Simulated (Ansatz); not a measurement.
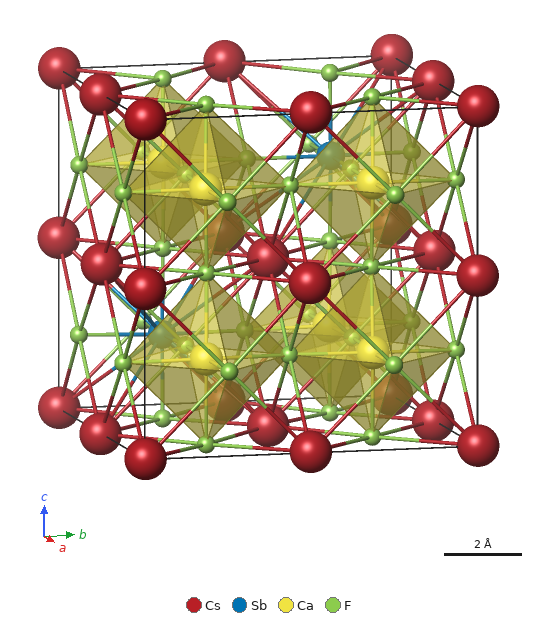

Figure 1. The starting structure (polyhedral view of the cell of the calculation, seen slightly off an axis; polyhedra are completed across the faces of the cell).

**Cs₈Sb₂Ca₆F₂₄: geometry relaxation (part 1 of 2)**

The run: geometry relaxation of Cs₈Sb₂Ca₆F₂₄ (defect cell, 40 atoms in the cell). Method and program: DFT, PBEsol, PAW, plane waves (Ansatz 0.2.0).

Output:
```
Pseudopotentials: kind: paw
Functional definition: PBEsol
  exchange = pbesol_x
  correlation = pbesol_c
Crystal: 40 atoms, lattice volume = 726.289 Å³
Basis set: ecut = 420 eV, 14147 PW (Γ), exchange–correlation on 128×128×128 points (8 copies of the dense FFT grid, shifted against one another)
Bands: 205, of which v1, the nominal top of the filled ones, is band 165 counted from 1 (164 counted from 0)
Symmetry: 1 space group operations
k-points: 1
Non-local potential: Cs, projectors of the file, l = 0: 3, l = 1: 2, l = 2: 2, l = 3: 2
Non-local potential: Sb, projectors of the file, l = 0: 2, l = 1: 2, l = 2: 2, l = 3: 2
Non-local potential: Ca, projectors of the file, l = 0: 3, l = 1: 2, l = 2: 2
Non-local potential: F, projectors of the file, l = 0: 2, l = 1: 2, l = 2: 1
PAW form: soft (Blöchl's): semilocal exchange-correlation on the pseudo side does not see the compensation charge
PAW frozen core: Cs, regenerated for the run's functional, and the local potential with it (the file was generated under x = pbe(κ = 0.804, μ = 0.2195149727645171), c = pbe(β = 0.06672455060314922))
PAW frozen core: Sb, regenerated for the run's functional, and the local potential with it (the file was generated under x = pbe(κ = 0.804, μ = 0.2195149727645171), c = pbe(β = 0.06672455060314922))
PAW frozen core: Ca, regenerated for the run's functional, and the local potential with it (the file was generated under x = pbe(κ = 0.804, μ = 0.2195149727645171), c = pbe(β = 0.06672455060314922))
PAW frozen core: F, regenerated for the run's functional, and the local potential with it (the file was generated under x = pbe(κ = 0.804, μ = 0.2195149727645171), c = pbe(β = 0.06672455060314922))
PAW one-centre angular grid: Cs, 194 points (default); XC on 64 Gauss nodes
PAW one-centre angular grid: Sb, 590 points (default); XC on 64 Gauss nodes
PAW one-centre angular grid: Ca, 110 points (default); XC on 64 Gauss nodes
PAW one-centre angular grid: F, 110 points (default); XC on 64 Gauss nodes
Initial density: superposition of atomic densities (neutral atoms: chi_scale 0, normalization atom), corrected by the library's trained network
Initial wavefunctions: pseudopotential atomic-orbital guess
Functional: x = pbesol(κ = 0.804, μ = 0.12345679012345678), c = pbesol(β = 0.046)
SCF iter   1: F=—  HF=-87530.959485 eV  |F-HF|=—  |Δ(HF+E_count)|=         —  Δρ=1.75e-2  dr2=4.48e0  ethr=1.77e-3  ⟨swp⟩=9.0  Hψ=985  notcnv=0  defer=12
preconditioner: auto → LDOS  [insulator: Δε(μ)=0.045 eV  Ē_g=10.549 eV  σ=0.010 eV  W_gap=0.81  n_scr=170 (ndim 8)  ℏωp=19.4 eV  f_vac=0.026  D(μ)=34.86/eV (n_scr^D=304)  ε∞_Penn≈4.4  β→1.0]
SCF iter   2: F=—  HF=-87531.108859 eV  |F-HF|=—  |Δ(HF+E_count)|=   1.49e-1  Δρ=2.39e-2  dr2=4.65e0  ethr=1.36e-3  ⟨swp⟩=3.0  Hψ=390  notcnv=0  defer=34
preconditioner: auto → Resta (q_TF=auto, 2.392 Å⁻¹)  ε∞=4.2  [insulator: Δε(μ)=0.178 eV  Ē_g=10.791 eV  σ=0.010 eV  W_gap=1.00  n_scr=170 (ndim 8)  ℏωp=19.4 eV  f_vac=0.021  D(μ)=0.07/eV (n_scr^D=0)  ε∞_Penn≈4.2  β→0.5]
SCF iter   3: F=—  HF=-87530.685411 eV  |F-HF|=—  |Δ(HF+E_count)|=   4.23e-1  Δρ=1.55e-2  dr2=5.37e0  ethr=1.36e-3  ⟨swp⟩=2.0  Hψ=242  notcnv=0  defer=32
SCF iter   4: F=—  HF=-87530.405720 eV  |F-HF|=—  |Δ(HF+E_count)|=   2.80e-1  Δρ=8.45e-3  dr2=9.35e-1  ethr=1.36e-3  ⟨swp⟩=2.0  Hψ=176  notcnv=0  defer=32
SCF iter   5: F=—  HF=-87530.361653 eV  |F-HF|=—  |Δ(HF+E_count)|=   4.41e-2  Δρ=8.43e-3  dr2=1.05e0  ethr=2.83e-4  ⟨swp⟩=3.0  Hψ=341  notcnv=0  defer=32
SCF iter   6: F=—  HF=-87530.301056 eV  |F-HF|=—  |Δ(HF+E_count)|=   6.06e-2  Δρ=3.57e-3  dr2=1.37e-1  ethr=2.83e-4  ⟨swp⟩=2.0  Hψ=179  notcnv=0  defer=32
SCF iter   7: F=—  HF=-87530.321930 eV  |F-HF|=—  |Δ(HF+E_count)|=   2.09e-2  Δρ=7.72e-3  dr2=6.54e-1  ethr=4.14e-5  ⟨swp⟩=3.0  Hψ=285  notcnv=0  defer=32  recentre
SCF iter   8: F=—  HF=-87530.297471 eV  |F-HF|=—  |Δ(HF+E_count)|=   2.45e-2  Δρ=4.70e-3  dr2=2.20e-1  ethr=4.14e-5  ⟨swp⟩=2.0  Hψ=376  notcnv=0  defer=32
SCF iter   9: F=—  HF=-87530.284695 eV  |F-HF|=—  |Δ(HF+E_count)|=   1.28e-2  Δρ=2.33e-3  dr2=5.54e-2  ethr=4.14e-5  ⟨swp⟩=2.0  Hψ=246  notcnv=0  defer=32
SCF iter  10: F=—  HF=-87530.282198 eV  |F-HF|=—  |Δ(HF+E_count)|=   2.50e-3  Δρ=1.60e-3  dr2=2.99e-2  ethr=1.68e-5  ⟨swp⟩=2.0  Hψ=278  notcnv=0  defer=32
SCF iter  11: F=—  HF=-87530.280566 eV  |F-HF|=—  |Δ(HF+E_count)|=   1.63e-3  Δρ=5.75e-4  dr2=3.25e-3  ethr=9.07e-6  ⟨swp⟩=2.0  Hψ=176  notcnv=0  defer=32
SCF iter  12: F=—  HF=-87530.278060 eV  |F-HF|=—  |Δ(HF+E_count)|=   2.51e-3  Δρ=1.96e-4  dr2=2.77e-4  ethr=9.86e-7  ⟨swp⟩=2.0  Hψ=174  notcnv=0  defer=32
SCF iter  13: F=—  HF=-87530.278056 eV  |F-HF|=—  |Δ(HF+E_count)|=   3.69e-6  Δρ=9.61e-5  dr2=7.79e-5  ethr=8.38e-8  ⟨swp⟩=2.0  Hψ=355  notcnv=0  defer=32
SCF iter  14: F=—  HF=-87530.278052 eV  |F-HF|=—  |Δ(HF+E_count)|=   3.74e-6  Δρ=3.56e-5  dr2=2.53e-5  ethr=2.36e-8  ⟨swp⟩=2.0  Hψ=273  notcnv=0  defer=32
SCF iter  15: F=-87530.278050 eV  HF=-87530.278052 eV  |F-HF|=1.88e-6  |Δ(HF+E_count)|=   5.06e-9  Δρ=1.66e-5  dr2=3.30e-6  ethr=6.82e-9  ⟨swp⟩=13.0  Hψ=983  notcnv=0
SCF 1 converged in 15 iterations: F = -87530.278050 eV  dr2 = 3.30e-6
  greatest PAW one-centre occupation: 0.998 electrons in one spin orbital (limit 2), on the Sb atom at site 9 (counted from 0), in its partial waves of l = 2
relax step   1: F+E_penalty+E_count = -87530.27805048 eV  Δ(F+E_penalty+E_count) = +0.000e0 eV  max|allowed force component| = 1.288e0 eV/Å  Δτ_max = 0.0000 Å  (15 SCF iters, dr2 threshold 2.25e-5 eV, accepted)
Initial density: handed on by an earlier stage of this run
Initial wavefunctions: those handed on with the density
iter 1 solved again at ethr=1.32e-3 eV; its pass at ethr=3.10e-3 eV (dr2=4.36e0 eV) is discarded
SCF iter   1: F=—  HF=-87531.957191 eV  |F-HF|=—  |Δ(HF+E_count)|=         —  Δρ=2.01e-2  dr2=4.39e0  ethr=1.32e-3  ⟨swp⟩=1.0  Hψ=821  notcnv=0  defer=5
preconditioner: auto → Resta (q_TF=auto, 2.392 Å⁻¹)  ε∞=4.4  [insulator: Δε(μ)=0.166 eV  Ē_g=10.557 eV  σ=0.010 eV  W_gap=1.00  n_scr=170 (ndim 8)  ℏωp=19.4 eV  f_vac=0.023  D(μ)=0.10/eV (n_scr^D=0)  ε∞_Penn≈4.4]
SCF iter   2: F=—  HF=-87531.881863 eV  |F-HF|=—  |Δ(HF+E_count)|=   7.53e-2  Δρ=1.84e-2  dr2=7.62e0  ethr=1.32e-3  ⟨swp⟩=3.0  Hψ=276  notcnv=0  defer=5
relax step   2: F+E_penalty+E_count = -87531.06281411 eV  Δ(F+E_penalty+E_count) = -7.848e-1 eV  max|allowed force component| = 2.967e-1 eV/Å  Δτ_max = 0.1918 Å  (11 SCF iters, dr2 threshold 1.00e-4 eV, accepted)
preconditioner: auto → Resta (q_TF=auto, 2.392 Å⁻¹)  ε∞=4.4  [insulator: Δε(μ)=0.217 eV  Ē_g=10.497 eV  σ=0.010 eV  W_gap=1.00  n_scr=170 (ndim 8)  ℏωp=19.4 eV  f_vac=0.024  D(μ)=0.01/eV (n_scr^D=0)  ε∞_Penn≈4.4]
relax step   3: F+E_penalty+E_count = -87531.34765565 eV  Δ(F+E_penalty+E_count) = -2.848e-1 eV  max|allowed force component| = 1.207e0 eV/Å  Δτ_max = 0.1824 Å  (12 SCF iters, dr2 threshold 5.50e-6 eV, accepted)
preconditioner: auto → Resta (q_TF=auto, 2.392 Å⁻¹)  ε∞=4.4  [insulator: Δε(μ)=0.220 eV  Ē_g=10.552 eV  σ=0.010 eV  W_gap=1.00  n_scr=170 (ndim 8)  ℏωp=19.4 eV  f_vac=0.025  D(μ)=0.01/eV (n_scr^D=0)  ε∞_Penn≈4.4]
relax step   4: F+E_penalty+E_count = -87531.61090431 eV  Δ(F+E_penalty+E_count) = -2.632e-1 eV  max|allowed force component| = 7.112e-1 eV/Å  Δτ_max = 0.1106 Å  (10 SCF iters, dr2 threshold 9.10e-5 eV, accepted)
preconditioner: auto → Resta (q_TF=auto, 2.392 Å⁻¹)  ε∞=4.4  [insulator: Δε(μ)=0.197 eV  Ē_g=10.520 eV  σ=0.010 eV  W_gap=1.00  n_scr=170 (ndim 8)  ℏωp=19.4 eV  f_vac=0.025  D(μ)=0.02/eV (n_scr^D=0)  ε∞_Penn≈4.4]
relax step   5: F+E_penalty+E_count = -87531.80768051 eV  Δ(F+E_penalty+E_count) = -1.968e-1 eV  max|allowed force component| = 3.575e-1 eV/Å  Δτ_max = 0.1939 Å  (11 SCF iters, dr2 threshold 1.00e-4 eV, accepted)
preconditioner: auto → Resta (q_TF=auto, 2.392 Å⁻¹)  ε∞=4.4  [insulator: Δε(μ)=0.565 eV  Ē_g=10.516 eV  σ=0.010 eV  W_gap=1.00  n_scr=170 (ndim 8)  ℏωp=19.4 eV  f_vac=0.024  D(μ)=0.00/eV (n_scr^D=0)  ε∞_Penn≈4.4]
relax step   6: F+E_penalty+E_count = -87531.85924945 eV  Δ(F+E_penalty+E_count) = -5.157e-2 eV  max|allowed force component| = 3.522e-1 eV/Å  Δτ_max = 0.2000 Å  (10 SCF iters, dr2 threshold 3.23e-5 eV, accepted)
preconditioner: auto → Resta (q_TF=auto, 2.392 Å⁻¹)  ε∞=4.4  [insulator: Δε(μ)=0.244 eV  Ē_g=10.574 eV  σ=0.010 eV  W_gap=1.00  n_scr=170 (ndim 8)  ℏωp=19.4 eV  f_vac=0.025  D(μ)=0.00/eV (n_scr^D=0)  ε∞_Penn≈4.4]
relax step   7: F+E_penalty+E_count = -87531.90691644 eV  Δ(F+E_penalty+E_count) = -4.767e-2 eV  max|allowed force component| = 1.632e-1 eV/Å  Δτ_max = 0.0615 Å  (11 SCF iters, dr2 threshold 3.13e-5 eV, accepted)
preconditioner: auto → Resta (q_TF=auto, 2.392 Å⁻¹)  ε∞=4.4  [insulator: Δε(μ)=0.323 eV  Ē_g=10.553 eV  σ=0.010 eV  W_gap=1.00  n_scr=170 (ndim 8)  ℏωp=19.4 eV  f_vac=0.024  D(μ)=0.00/eV (n_scr^D=0)  ε∞_Penn≈4.4]
relax step   8: F+E_penalty+E_count = -87531.92255272 eV  Δ(F+E_penalty+E_count) = -1.564e-2 eV  max|allowed force component| = 1.527e-1 eV/Å  Δτ_max = 0.0394 Å  (11 SCF iters, dr2 threshold 5.72e-6 eV, accepted)
preconditioner: auto → Resta (q_TF=auto, 2.392 Å⁻¹)  ε∞=4.4  [insulator: Δε(μ)=0.590 eV  Ē_g=10.563 eV  σ=0.010 eV  W_gap=1.00  n_scr=170 (ndim 8)  ℏωp=19.4 eV  f_vac=0.024  D(μ)=0.00/eV (n_scr^D=0)  ε∞_Penn≈4.4]
relax step   9: F+E_penalty+E_count = -87531.94668103 eV  Δ(F+E_penalty+E_count) = -2.413e-2 eV  max|allowed force component| = 1.362e-1 eV/Å  Δτ_max = 0.0514 Å  (13 SCF iters, dr2 threshold 5.01e-6 eV, accepted)
preconditioner: auto → Resta (q_TF=auto, 2.392 Å⁻¹)  ε∞=4.4  [insulator: Δε(μ)=1.424 eV  Ē_g=10.555 eV  σ=0.010 eV  W_gap=1.00  n_scr=170 (ndim 8)  ℏωp=19.4 eV  f_vac=0.025  D(μ)=0.00/eV (n_scr^D=0)  ε∞_Penn≈4.4]
relax step  10: F+E_penalty+E_count = -87532.02275091 eV  Δ(F+E_penalty+E_count) = -7.607e-2 eV  max|allowed force component| = 2.721e-1 eV/Å  Δτ_max = 0.1957 Å  (9 SCF iters, dr2 threshold 1.48e-5 eV, accepted)
preconditioner: auto → Resta (q_TF=auto, 2.392 Å⁻¹)  ε∞=4.4  [insulator: Δε(μ)=1.320 eV  Ē_g=10.565 eV  σ=0.010 eV  W_gap=1.00  n_scr=170 (ndim 8)  ℏωp=19.4 eV  f_vac=0.026  D(μ)=0.00/eV (n_scr^D=0)  ε∞_Penn≈4.4]
relax step  11: F+E_penalty+E_count = -87531.98776457 eV  Δ(F+E_penalty+E_count) = +3.499e-2 eV  max|allowed force component| = 3.930e-1 eV/Å  Δτ_max = 0.1944 Å  (7 SCF iters, dr2 threshold 5.89e-5 eV, rejected (line search))
preconditioner: auto → Resta (q_TF=auto, 2.392 Å⁻¹)  ε∞=4.4  [insulator: Δε(μ)=0.154 eV  Ē_g=10.563 eV  σ=0.010 eV  W_gap=1.00  n_scr=170 (ndim 8)  ℏωp=19.4 eV  f_vac=0.025  D(μ)=0.18/eV (n_scr^D=0)  ε∞_Penn≈4.4]
relax step  12: F+E_penalty+E_count = -87532.07862912 eV  Δ(F+E_penalty+E_count) = -5.588e-2 eV  max|allowed force component| = 1.219e-1 eV/Å  Δτ_max = 0.0933 Å  (10 SCF iters, accepted)
preconditioner: auto → Resta (q_TF=auto, 2.392 Å⁻¹)  ε∞=4.4  [insulator: Δε(μ)=1.138 eV  Ē_g=10.574 eV  σ=0.010 eV  W_gap=1.00  n_scr=170 (ndim 8)  ℏωp=19.4 eV  f_vac=0.024  D(μ)=0.00/eV (n_scr^D=0)  ε∞_Penn≈4.4]
relax step  13: F+E_penalty+E_count = -87532.10462817 eV  Δ(F+E_penalty+E_count) = -2.600e-2 eV  max|allowed force component| = 1.236e-1 eV/Å  Δτ_max = 0.1000 Å  (8 SCF iters, dr2 threshold 2.98e-6 eV, accepted)
preconditioner: auto → Resta (q_TF=auto, 2.392 Å⁻¹)  ε∞=4.4  [insulator: Δε(μ)=0.506 eV  Ē_g=10.582 eV  σ=0.010 eV  W_gap=1.00  n_scr=170 (ndim 8)  ℏωp=19.4 eV  f_vac=0.025  D(μ)=0.00/eV (n_scr^D=0)  ε∞_Penn≈4.4]
relax step  14: F+E_penalty+E_count = -87532.12256404 eV  Δ(F+E_penalty+E_count) = -1.794e-2 eV  max|allowed force component| = 1.157e-1 eV/Å  Δτ_max = 0.0409 Å  (7 SCF iters, dr2 threshold 3.07e-6 eV, accepted)
preconditioner: auto → Resta (q_TF=auto, 2.392 Å⁻¹)  ε∞=4.4  [insulator: Δε(μ)=0.423 eV  Ē_g=10.583 eV  σ=0.010 eV  W_gap=1.00  n_scr=170 (ndim 8)  ℏωp=19.4 eV  f_vac=0.025  D(μ)=0.00/eV (n_scr^D=0)  ε∞_Penn≈4.4]
relax step  15: F+E_penalty+E_count = -87532.13231432 eV  Δ(F+E_penalty+E_count) = -9.750e-3 eV  max|allowed force component| = 6.028e-2 eV/Å  Δτ_max = 0.0538 Å  (6 SCF iters, dr2 threshold 1.17e-5 eV, accepted)
preconditioner: auto → Resta (q_TF=auto, 2.392 Å⁻¹)  ε∞=4.4  [insulator: Δε(μ)=0.518 eV  Ē_g=10.582 eV  σ=0.010 eV  W_gap=1.00  n_scr=170 (ndim 8)  ℏωp=19.4 eV  f_vac=0.025  D(μ)=0.00/eV (n_scr^D=0)  ε∞_Penn≈4.4]
relax step  16: F+E_penalty+E_count = -87532.13817853 eV  Δ(F+E_penalty+E_count) = -5.864e-3 eV  max|allowed force component| = 8.571e-2 eV/Å  Δτ_max = 0.0637 Å  (7 SCF iters, dr2 threshold 9.86e-7 eV, accepted)
preconditioner: auto → Resta (q_TF=auto, 2.392 Å⁻¹)  ε∞=4.4  [insulator: Δε(μ)=0.547 eV  Ē_g=10.579 eV  σ=0.010 eV  W_gap=1.00  n_scr=170 (ndim 8)  ℏωp=19.4 eV  f_vac=0.025  D(μ)=0.00/eV (n_scr^D=0)  ε∞_Penn≈4.4]
relax step  17: F+E_penalty+E_count = -87532.14138059 eV  Δ(F+E_penalty+E_count) = -3.202e-3 eV  max|allowed force component| = 4.495e-2 eV/Å  Δτ_max = 0.0268 Å  (6 SCF iters, dr2 threshold 1.99e-6 eV, accepted)
preconditioner: auto → Resta (q_TF=auto, 2.392 Å⁻¹)  ε∞=4.4  [insulator: Δε(μ)=0.531 eV  Ē_g=10.580 eV  σ=0.010 eV  W_gap=1.00  n_scr=170 (ndim 8)  ℏωp=19.4 eV  f_vac=0.025  D(μ)=0.00/eV (n_scr^D=0)  ε∞_Penn≈4.4]
relax step  18: F+E_penalty+E_count = -87532.14388227 eV  Δ(F+E_penalty+E_count) = -2.502e-3 eV  max|allowed force component| = 3.388e-2 eV/Å  Δτ_max = 0.0159 Å  (8 SCF iters, accepted)
preconditioner: auto → Resta (q_TF=auto, 2.392 Å⁻¹)  ε∞=4.4  [insulator: Δε(μ)=0.541 eV  Ē_g=10.586 eV  σ=0.010 eV  W_gap=1.00  n_scr=170 (ndim 8)  ℏωp=19.4 eV  f_vac=0.025  D(μ)=0.00/eV (n_scr^D=0)  ε∞_Penn≈4.4]
relax step  19: F+E_penalty+E_count = -87532.15017786 eV  Δ(F+E_penalty+E_count) = -6.296e-3 eV  max|allowed force component| = 7.764e-2 eV/Å  Δτ_max = 0.0616 Å  (8 SCF iters, accepted)
preconditioner: auto → Resta (q_TF=auto, 2.392 Å⁻¹)  ε∞=4.4  [insulator: Δε(μ)=0.632 eV  Ē_g=10.570 eV  σ=0.010 eV  W_gap=1.00  n_scr=170 (ndim 8)  ℏωp=19.4 eV  f_vac=0.025  D(μ)=0.00/eV (n_scr^D=0)  ε∞_Penn≈4.4]
relax step  20: F+E_penalty+E_count = -87532.18966950 eV  Δ(F+E_penalty+E_count) = -3.949e-2 eV  max|allowed force component| = 2.599e-1 eV/Å  Δτ_max = 0.1960 Å  (8 SCF iters, dr2 threshold 3.42e-6 eV, accepted)
preconditioner: auto → Resta (q_TF=auto, 2.392 Å⁻¹)  ε∞=4.4  [insulator: Δε(μ)=0.759 eV  Ē_g=10.568 eV  σ=0.010 eV  W_gap=1.00  n_scr=170 (ndim 8)  ℏωp=19.4 eV  f_vac=0.024  D(μ)=0.00/eV (n_scr^D=0)  ε∞_Penn≈4.4]
relax step  21: F+E_penalty+E_count = -87532.25396475 eV  Δ(F+E_penalty+E_count) = -6.430e-2 eV  max|allowed force component| = 3.665e-1 eV/Å  Δτ_max = 0.1987 Å  (7 SCF iters, dr2 threshold 6.75e-5 eV, accepted)
preconditioner: auto → Resta (q_TF=auto, 2.392 Å⁻¹)  ε∞=4.4  [insulator: Δε(μ)=0.881 eV  Ē_g=10.576 eV  σ=0.010 eV  W_gap=1.00  n_scr=170 (ndim 8)  ℏωp=19.4 eV  f_vac=0.024  D(μ)=0.00/eV (n_scr^D=0)  ε∞_Penn≈4.4]
relax step  22: F+E_penalty+E_count = -87532.38818297 eV  Δ(F+E_penalty+E_count) = -1.342e-1 eV  max|allowed force component| = 4.959e-1 eV/Å  Δτ_max = 0.1927 Å  (7 SCF iters, dr2 threshold 1.00e-4 eV, accepted)
preconditioner: auto → Resta (q_TF=auto, 2.392 Å⁻¹)  ε∞=4.4  [insulator: Δε(μ)=1.181 eV  Ē_g=10.592 eV  σ=0.010 eV  W_gap=1.00  n_scr=170 (ndim 8)  ℏωp=19.4 eV  f_vac=0.025  D(μ)=0.00/eV (n_scr^D=0)  ε∞_Penn≈4.4]
relax step  23: F+E_penalty+E_count = -87532.54858865 eV  Δ(F+E_penalty+E_count) = -1.604e-1 eV  max|allowed force component| = 5.721e-1 eV/Å  Δτ_max = 0.1913 Å  (7 SCF iters, dr2 threshold 1.00e-4 eV, accepted)
preconditioner: auto → Resta (q_TF=auto, 2.392 Å⁻¹)  ε∞=3.5  [insulator: Δε(μ)=1.654 eV  Ē_g=13.690 eV  σ=0.010 eV  W_gap=1.00  n_scr=170 (ndim 8)  ℏωp=21.8 eV  f_vac=0.026  D(μ)=0.00/eV (n_scr^D=0)  ε∞_Penn≈3.5]
relax step  24: F+E_penalty+E_count = -87532.69453790 eV  Δ(F+E_penalty+E_count) = -1.459e-1 eV  max|allowed force component| = 3.585e-1 eV/Å  Δτ_max = 0.2000 Å  (6 SCF iters, dr2 threshold 1.00e-4 eV, accepted)
preconditioner: auto → Resta (q_TF=auto, 2.392 Å⁻¹)  ε∞=4.3  [insulator: Δε(μ)=1.118 eV  Ē_g=10.614 eV  σ=0.010 eV  W_gap=1.00  n_scr=170 (ndim 8)  ℏωp=19.4 eV  f_vac=0.027  D(μ)=0.00/eV (n_scr^D=0)  ε∞_Penn≈4.3]
relax step  25: F+E_penalty+E_count = -87532.63669643 eV  Δ(F+E_penalty+E_count) = +5.784e-2 eV  max|allowed force component| = 7.628e-1 eV/Å  Δτ_max = 0.1739 Å  (7 SCF iters, dr2 threshold 5.05e-5 eV, rejected (line search))
preconditioner: auto → Resta (q_TF=auto, 2.392 Å⁻¹)  ε∞=3.5  [insulator: Δε(μ)=1.589 eV  Ē_g=13.707 eV  σ=0.010 eV  W_gap=1.00  n_scr=170 (ndim 8)  ℏωp=21.8 eV  f_vac=0.025  D(μ)=0.00/eV (n_scr^D=0)  ε∞_Penn≈3.5]
relax step  26: F+E_penalty+E_count = -87532.73335308 eV  Δ(F+E_penalty+E_count) = -3.882e-2 eV  max|allowed force component| = 2.752e-1 eV/Å  Δτ_max = 0.0870 Å  (9 SCF iters, accepted)
preconditioner: auto → Resta (q_TF=auto, 2.392 Å⁻¹)  ε∞=3.5  [insulator: Δε(μ)=1.569 eV  Ē_g=13.728 eV  σ=0.010 eV  W_gap=1.00  n_scr=170 (ndim 8)  ℏωp=21.8 eV  f_vac=0.026  D(μ)=0.00/eV (n_scr^D=0)  ε∞_Penn≈3.5]
relax step  27: F+E_penalty+E_count = -87532.74697855 eV  Δ(F+E_penalty+E_count) = -1.363e-2 eV  max|allowed force component| = 1.688e-1 eV/Å  Δτ_max = 0.0981 Å  (6 SCF iters, dr2 threshold 2.98e-5 eV, accepted)
preconditioner: auto → Resta (q_TF=auto, 2.392 Å⁻¹)  ε∞=4.3  [insulator: Δε(μ)=1.364 eV  Ē_g=10.613 eV  σ=0.010 eV  W_gap=1.00  n_scr=170 (ndim 8)  ℏωp=19.4 eV  f_vac=0.025  D(μ)=0.00/eV (n_scr^D=0)  ε∞_Penn≈4.3]
relax step  28: F+E_penalty+E_count = -87532.75208295 eV  Δ(F+E_penalty+E_count) = -5.104e-3 eV  max|allowed force component| = 2.432e-1 eV/Å  Δτ_max = 0.1500 Å  (7 SCF iters, dr2 threshold 1.07e-5 eV, accepted)
preconditioner: auto → Resta (q_TF=auto, 2.392 Å⁻¹)  ε∞=3.5  [insulator: Δε(μ)=1.541 eV  Ē_g=13.726 eV  σ=0.010 eV  W_gap=1.00  n_scr=170 (ndim 8)  ℏωp=21.8 eV  f_vac=0.025  D(μ)=0.00/eV (n_scr^D=0)  ε∞_Penn≈3.5]
relax step  29: F+E_penalty+E_count = -87532.76343358 eV  Δ(F+E_penalty+E_count) = -1.135e-2 eV  max|allowed force component| = 5.984e-2 eV/Å  Δτ_max = 0.0740 Å  (5 SCF iters, dr2 threshold 2.22e-5 eV, accepted)
```
